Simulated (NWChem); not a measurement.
# HNO3 (nitric acid): levels of theory compared

Aim: a comparison of 6 runs (HF/STO-3G, B3LYP/6-31G*, M06-2X/def2-SVPD, PBE/def2-SVPD, PBE0/def2-SVPD, MP2/def2-SVPD) of HNO3 (nitric acid). 

The results are computed with NWChem 7.3.0.

3 further runs of the same task are left out: 3 set aside as unsound or not needed. Runs told in other sessions of the task aren't counted.

### 1 Starting point

The species is HNO3 (5 atoms), meant as a singlet with charge 0. SMILES: `O=[N+]([O-])O`. The coordinates come from a PBE0-D4/def2-TZVP relaxation. This is one conformer, not always the lowest.

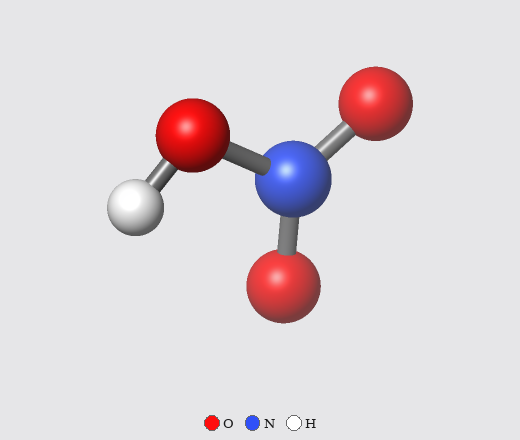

The structure, seen from a chosen angle (oxygen red, nitrogen blue, hydrogen white).

### 2 Energy and forces at HF/STO-3G (run 1)

File test.nw:

```
START test
memory total 2200 mb
GEOMETRY units angstrom noautosym nocenter noautoz
 O      1.317870    -0.315800     0.746500
 N      0.253090    -0.279730     0.226190
 O     -0.596440    -1.123960     0.141450
 O     -0.044080     0.932950    -0.373960
 H     -0.930440     0.786540    -0.740170
END
BASIS spherical bse
 * library STO-3G
END
SCF
 thresh 1e-08
 maxiter 80
END
TASK scf gradient
```

Run with:

```sh
$ nwchem test.nw > test.out
```

The log of the run:

```text
[...]
  functions       =    21
[...]
  wavefunction    = RHF
[...]
         Total SCF energy =   -275.643808833598
      One-electron energy =   -634.024203887997
      Two-electron energy =    230.744422491538
 Nuclear repulsion energy =    127.635972562862
        Time for solution =      0.5s
[...]
                         RHF ENERGY GRADIENTS
    atom               coordinates                        gradient
                 x          y          z           x          y          z
   1 O       2.490413  -0.596775   1.410680   -0.153150   0.004780  -0.074673
   2 N       0.478271  -0.528613   0.427437    0.038467  -0.062414   0.041908
   3 O      -1.127108  -2.123976   0.267302    0.106695   0.105658   0.010791
   4 O      -0.083299   1.763020  -0.706682   -0.023181  -0.058211   0.011001
   5 H      -1.758277   1.486345  -1.398718    0.031169   0.010187   0.010974
[...]
```

Wall time 1.1 s (1 thread of Intel Xeon 6975P-C (Granite Rapids), shared host); peak memory 0.1 GiB.

### 3 Energy and gradient at B3LYP/6-31G(d) (spherical functions) (run 2)

File hno3.nw:

```
start hno3
memory 2200 mb

geometry units angstroms noautosym nocenter noautoz
O      1.317870    -0.315800     0.746500
N      0.253090    -0.279730     0.226190
O     -0.596440    -1.123960     0.141450
O     -0.044080     0.932950    -0.373960
H     -0.930440     0.786540    -0.740170
end

basis spherical bse
O library 6-31G*
N library 6-31G*
H library 6-31G*
end

dft
xc b3lyp
grid xfine
convergence energy 1e-08
iterations 100
mulliken
end

task dft gradient
```

Run with:

```sh
$ nwchem hno3.nw > hno3.out
```

The log of the run:

```text
[...]
          Wavefunction type:  closed shell.
          No. of atoms     :     5
          No. of electrons :    32
[...]
          Charge           :     0
          Spin multiplicity:     1
[...]
          AO basis - number of functions:    58
[...]
              XC Information
              --------------
                         B3LYP Method XC Potential
                     Hartree-Fock (Exact) Exchange  0.200
                        Slater Exchange Functional  0.800 local
                    Becke 1988 Exchange Functional  0.720 non-local
              Lee-Yang-Parr Correlation Functional  0.810
                  VWN I RPA Correlation Functional  0.190 local
[...]
 d= 0,ls=0.0,diis     1   -280.6033650029 -4.08D+02  3.29D-02  2.73D+00     1.1
[...]
 d= 0,ls=0.0,diis    11   -280.8719970106 -9.07D-09  1.65D-06  2.90D-08     9.7
         Total DFT energy =     -280.871997010605
      One electron energy =     -637.449963794273
           Coulomb energy =      261.926516319509
    Exchange-Corr. energy =      -32.984522098702
 Nuclear repulsion energy =      127.635972562862
[...]
      Total Density - Mulliken Population Analysis
     ---------------------------------------------
    Atom       Charge   Shell Charges
 -----------   ------   -------------------------------------------------------
    1 O    8     8.32   2.00  0.94  2.85  0.98  1.51  0.04
    2 N    7     6.27   2.00  0.84  2.38  0.30  0.56  0.20
    3 O    8     8.37   2.00  0.93  2.85  0.98  1.56  0.04
    4 O    8     8.47   2.00  0.93  2.88  0.96  1.66  0.04
    5 H    1     0.56   0.47  0.10
[...]
  wavefunction    = closed shell
                         DFT ENERGY GRADIENTS
    atom               coordinates                        gradient
                 x          y          z           x          y          z
   1 O       2.490413  -0.596775   1.410680   -0.029212   0.000282  -0.013996
   2 N       0.478271  -0.528613   0.427437    0.004570  -0.006786   0.004718
   3 O      -1.127108  -2.123976   0.267302    0.021230   0.020796   0.002240
   4 O      -0.083299   1.763020  -0.706682   -0.003690  -0.015027   0.003934
   5 H      -1.758277   1.486345  -1.398718    0.007102   0.000735   0.003103
[...]
```

It took 12 s on 1 thread of Intel Xeon 6975P-C (Granite Rapids), shared host; peak memory 0.13 GiB.

Runs 3 to 5 aren't shown in full; the table further down has their settings and results.

### 4 Energy and gradient at MP2/def2-SVPD (run 6)

File hno3.nw:

```
start hno3
title "HNO3 gradient"
memory stack 880 mb heap 220 mb global 1100 mb

geometry units angstrom noautosym nocenter noautoz
  O      1.317870    -0.315800     0.746500
  N      0.253090    -0.279730     0.226190
  O     -0.596440    -1.123960     0.141450
  O     -0.044080     0.932950    -0.373960
  H     -0.930440     0.786540    -0.740170
end

basis spherical bse
  O library def2-SVPD
  N library def2-SVPD
  H library def2-SVPD
end

scf
  thresh 1e-08
  maxiter 80
  print medium
end

mp2
  freeze core 4
  tight
end

task mp2 gradient
```

Run with:

```sh
$ nwchem hno3.nw > hno3.out
```

The log of the run:

```text
[...]
  functions       =    97
[...]
  wavefunction    = RHF
[...]
         Total SCF energy =   -279.243639548721
      One-electron energy =   -636.048670583286
      Two-electron energy =    229.169058471703
 Nuclear repulsion energy =    127.635972562862
        Time for solution =     10.5s
[...]
          Total MP2 energy          -280.013881810123
[...]
                         mp2 ENERGY GRADIENTS
    atom               coordinates                        gradient
                 x          y          z           x          y          z
   1 O       2.490413  -0.596775   1.410680   -0.030968   0.000680  -0.014982
   2 N       0.478271  -0.528613   0.427437    0.008539  -0.007247   0.006781
   3 O      -1.127108  -2.123976   0.267302    0.019006   0.019044   0.001846
   4 O      -0.083299   1.763020  -0.706682   -0.000918  -0.012101   0.004146
   5 H      -1.758277   1.486345  -1.398718    0.004341  -0.000376   0.002209
[...]
```

It took 26 s on 1 thread of Intel Xeon 6975P-C (Granite Rapids), shared host; peak memory 0.33 GiB.

### 5 The series

```csv
run,level,iteration cap,module,energy (Eh),dipole moment (D),HOMO energy (eV),LUMO energy (eV),wall time
1,HF/STO-3G,80,scf,-275.643809,2.18,-9.04,5.89,1.1 s
2,B3LYP/6-31G* (spherical functions),100,dft,-280.871997,2.38,-8.84,-1.80,12 s
3,M06-2X/def2-SVPD,100,dft,-280.579901,2.43,-11.57,-1.07,18 s
4,PBE/def2-SVPD,100,dft,-280.444171,2.30,-7.79,-3.23,14 s
5,PBE0/def2-SVPD,100,dft,-280.411054,2.39,-9.71,-2.22,14 s
6,MP2/def2-SVPD,80,mp2,-280.013882,2.25,-13.78,2.03,26 s
```

### 6 What came out

| quantity | value |
| --- | --- |
| run 6: total energy | -280.01388 Eh |
| run 6: dipole moment (of the density that the program reports) | 2.25 D |
| run 6: HOMO energy (Hartree–Fock orbitals) | -13.78 eV |
| run 6: LUMO energy (Hartree–Fock orbitals) | 2.03 eV |
| run 6: HOMO–LUMO gap (Hartree–Fock orbitals) | 15.81 eV |
| run 6: correlation energy (4 core orbitals frozen) | -770.2 mEh |
| run 6: largest force on an atom | 1.769 eV/Å |

The dipole moment (its size) runs from 2.18 D (HF/STO-3G) to 2.43 D (M06-2X/def2-SVPD). The two ends differ in method and basis. Over runs 1, 2, 3, 4, 5 the HOMO–LUMO gap runs from 4.57 eV (PBE/def2-SVPD) to 14.92 eV (HF/STO-3G). Totals of different functionals can't be ranked against each other. In run 1 the basis is minimal, so the values are rough. All runs together took 86 s, the longest 26 s.
